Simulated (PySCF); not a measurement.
## C4H9BrGe: excited-state calculation

- system: C4H9BrGe
- method: TDDFT PBE0/def2-SVPD, vertical, gas phase, core orbitals frozen in the response (PySCF 2.14.0)

The geometry comes from this level: GFN2-xTB.

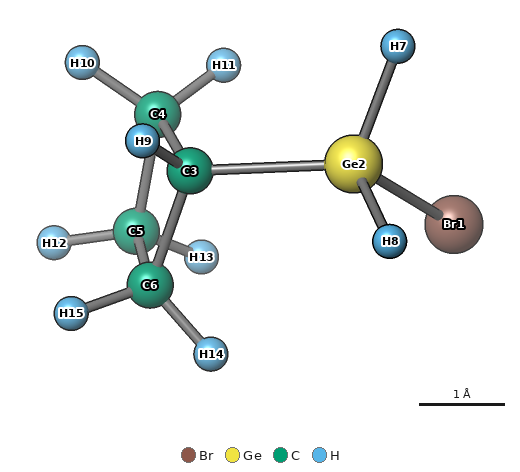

The structure (ball-and-stick view, seen at a tilt; atoms are numbered from 1 in the order of the input). Sticks mark near contacts. Bond lengths as drawn: Br–Ge 2.28 Å, C–C 1.53 to 1.54 Å, C–Ge 1.99 Å, C–H 1.09 Å and Ge–H 1.52 Å.

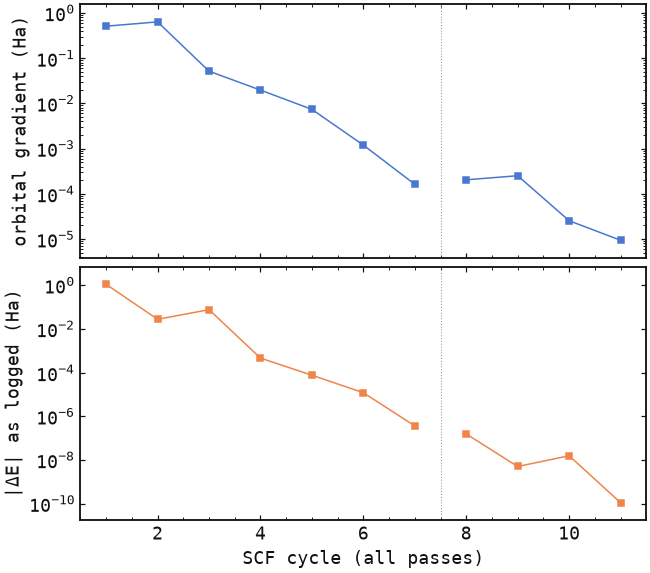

Convergence of the self-consistent field: orbital gradient and size of the energy change against the SCF cycle. The dotted line marks the change from a coarse to the final integration grid. The first 7 cycles use a coarse grid, the final grid takes over at cycle 8, and the field converges after 11 cycles in all.

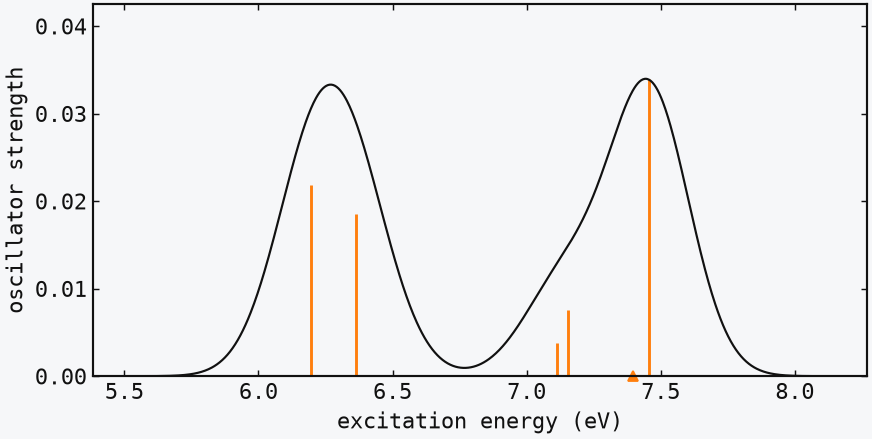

Computed excitations as sticks (degenerate states added up, dark ones marked on the axis), with a Gaussian envelope of 0.35 eV full width at half maximum, scaled to the tallest. Of the 6 states the lowest lies at 6.20 eV (f = 0.022); the strongest line is at 7.46 eV, or 166 nm (f = 0.034).

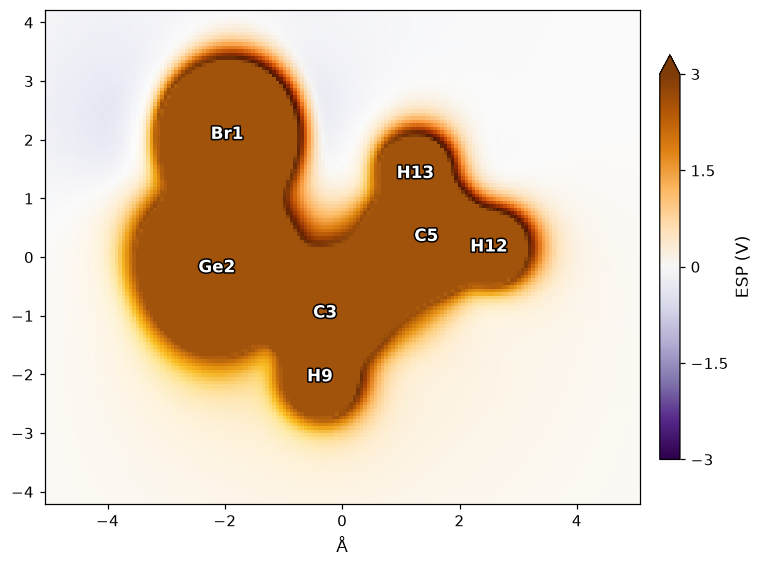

Molecular electrostatic potential on the plane of atoms Ge2, C3 and H9. The section cuts through Br, Ge, C and H sites.

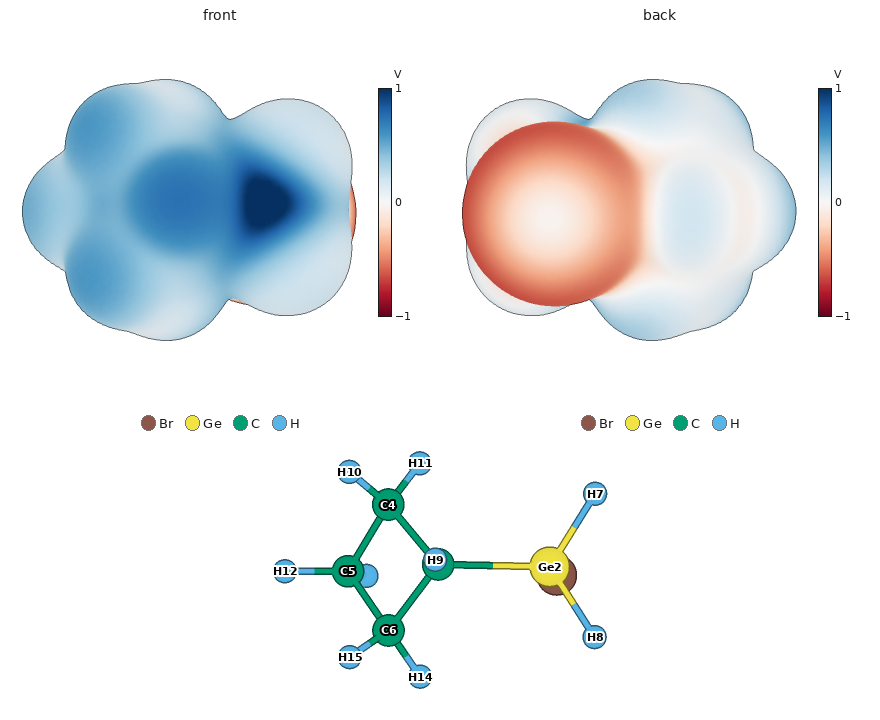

The molecular electrostatic potential painted on the density surface at 0.001 e/bohr³, seen face on and from behind; the colour scale runs from red (negative) to blue (positive). The bare structure is drawn below in the same view. A positive charge is drawn to the negative regions and a negative charge to the positive ones.

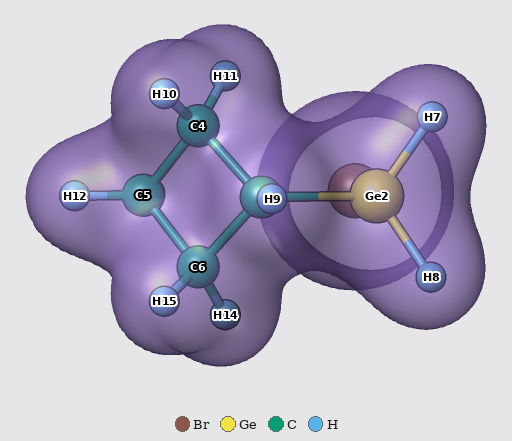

Isosurface of the electron density at 0.1 e/Å³ (purple), seen face on. At this value the surface is in one piece. On the grid the lowest density along these lines, outside the cores, is 1.6 e/Å³ (C–C, 1.53 Å), 0.84 e/Å³ (C–Ge, 1.99 Å), 0.62 e/Å³ (Ge–Br, 2.28 Å) and 1.9 e/Å³ (C–H, 1.09 Å).

The input that produced these results follows, with the program's output.

Input
```
{"job": {"kind": "uv", "xc": "PBE0", "basis": "def2-SVPD", "nstates": 6, "ntriplets": 2}, "charge": 0, "multiplicity": 1}
Br     1.868447     1.376249    -1.811912
Ge     2.030048    -0.102952    -0.085762
C      0.197555    -0.500482     0.584075
C     -0.664123     0.739714     0.878648
C     -1.522860     0.419199    -0.352474
C     -0.803228    -0.927831    -0.503463
H      2.937129     0.578572     0.922927
H      2.761354    -1.296983    -0.672531
H      0.281017    -1.199325     1.417491
H     -1.207226     0.671054     1.820010
H     -0.150601     1.703004     0.846381
H     -2.593786     0.357096    -0.171644
H     -1.340010     1.094664    -1.186414
H     -0.385886    -1.121280    -1.494086
H     -1.412244    -1.782709    -0.213157
```

The first line tells a small driver script what to run in PySCF; the rest is the geometry in Å.

Run as:
```bash
OMP_NUM_THREADS=1 python <driver script> task.json out
```

The program's output
```
coarse grid: 57720 points
cycle   1  E = -4807.5409742013  dE = -1.110e+00  |g| = 5.120e-01  |ddm| = 6.029e+00
cycle   2  E = -4807.5130571869  dE =  2.792e-02  |g| = 6.378e-01  |ddm| = 1.860e+00
cycle   3  E = -4807.5901603642  dE = -7.710e-02  |g| = 5.163e-02  |ddm| = 1.120e+00
cycle   4  E = -4807.5906271103  dE = -4.667e-04  |g| = 1.972e-02  |ddm| = 1.973e-01
cycle   5  E = -4807.5907038817  dE = -7.677e-05  |g| = 7.378e-03  |ddm| = 4.557e-02
cycle   6  E = -4807.5907160243  dE = -1.214e-05  |g| = 1.194e-03  |ddm| = 1.504e-02
cycle   7  E = -4807.5907163896  dE = -3.653e-07  |g| = 1.619e-04  |ddm| = 3.261e-03
final grid: 119296 points
cycle   8  E = -4807.5906702547  dE = -1.561e-07  |g| = 2.041e-04  |ddm| = 1.918e-02
cycle   9  E = -4807.5906702496  dE =  5.076e-09  |g| = 2.511e-04  |ddm| = 1.383e-03
cycle  10  E = -4807.5906702654  dE = -1.577e-08  |g| = 2.534e-05  |ddm| = 5.222e-04
cycle  11  E = -4807.5906702655  dE = -1.110e-10  |g| = 9.370e-06  |ddm| = 6.120e-05
converged SCF energy = -4807.5906702655

Static polarisability (au): isotropic 95.308, principal 84.734 96.443 104.746

Singlet excitations
state   eV       nm        f      main configurations
  1   6.1956    200.1   0.02185   H->L 0.96
  2   6.3623    194.9   0.01859   H-1->L 0.98
  3   7.1126    174.3   0.00375   H->L+1 0.86, H-2->L 0.12
  4   7.1530    173.3   0.00755   H-2->L 0.83, H->L+1 0.12
  5   7.3984    167.6   0.00000   H-1->L+1 0.93
  6   7.4562    166.3   0.03399   H->L+2 0.65, H-3->L 0.31

Triplet excitations (Tamm-Dancoff, eV): 5.8204 5.9411
```

Key numbers

```csv
quantity,value
outcome,converged
total energy,−4807.590670 hartree
HOMO,−7.77 eV
LUMO,−0.30 eV
dipole moment,2.42 D
mean polarisability,95.31 a.u.
lowest singlet excitation,6.20 eV
hardware,"1 CPU thread, shared host"
wall time,60 s
peak memory,0.95 GiB
```

Spin–orbit coupling is left out, which matters for the heavy atoms.
